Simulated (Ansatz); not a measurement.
```xyz
3

Co    0.9076   -0.1670    0.7334
Si   -0.4012   -1.0605   -0.6923
Si   -0.5064    1.2275   -0.0412
```

Geometry: PBE-D4/def2-TZVPD; the highest occupied orbital lies above zero, a sign that basis and functional describe the outermost electron poorly.

Computed with RKS PBE0-D4/def2-TZVPD (Ansatz 0.2.0).

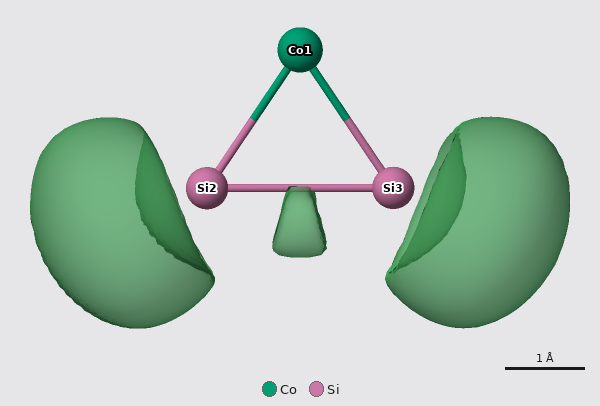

CoSi$_{2}$ (charge −1). Isosurface of the electron localisation function at 0.8 (green), seen across its widest extent. Only the valence region is drawn (cores and ρ < 0.01 e/Å³ removed).

Q: Identify the bonds, lone pairs and shells in this picture.

A: The ELF exceeds this value in one region between bonded Si–Si atoms (shared pairs) and two lobes on Si, pointing away from the bonds (lone pairs). Profiles from the grid: Co–Si (2.13 Å): the ELF reaches about 0.55 near the midpoint. Si–Si (2.38 Å): the ELF peaks at about 0.80 between the atoms: localised, covalent bonding.
